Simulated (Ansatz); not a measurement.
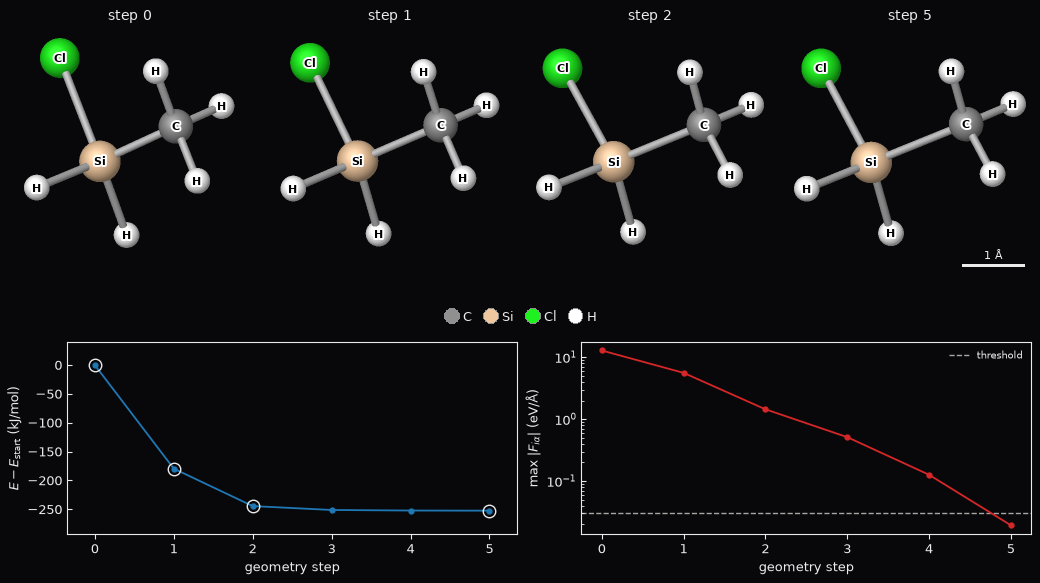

Frames of a relaxation of CH5ClSi, marked on the history of the run. A ball-and-stick model, seen at a tilt.

It is one of the separated reactants of a reaction.

All numbers below come from Ansatz 0.2.0, RKS PBE-D4/def2-SVP. (force threshold 0.03 eV/Å; at most 250 steps)

Question: What happens along the run?

Answer: The Cl atom moves most after the best rigid fit: 0.38 Å. Largest moves by element: Cl 0.38 Å, H 0.30 Å, C 0.20 Å, Si 0.17 Å. Some distances before and after: C–Si 1.517 → 1.877 Å, H–Si 1.571 → 1.503 Å, C–H 1.158 → 1.108 Å, Cl–Si 2.116 → 2.091 Å. Bond angles that change, for instance: C–Si–Cl 100.6° → 109.6°, Si–C–H 100.9° → 109.6°, H–C–H 113.7° → 108.4°. The energy falls by 252.4 kJ/mol in 5 geometry steps. Largest force component: 13 eV/Å at the start, 0.019 eV/Å at the end. Cost: 8 s on 2 threads of Arm Neoverse V1, on a shared host. From step 0 to 1: the Cl atom moves most (0.20 Å), energy −179.5 kJ/mol. From step 1 to 2: the Cl atom moves most (0.16 Å), energy −64.9 kJ/mol. From step 2 to 5: Si and H atoms move most (0.05 Å), energy −7.97 kJ/mol.

```tsv
step	E − E(0), kJ/mol	largest force component, eV/Å
0	0.00	12.8385
1	-179.51	5.5916
2	-244.39	1.4440
3	-251.16	0.5130
4	-252.13	0.1267
5	-252.36	0.0194
```
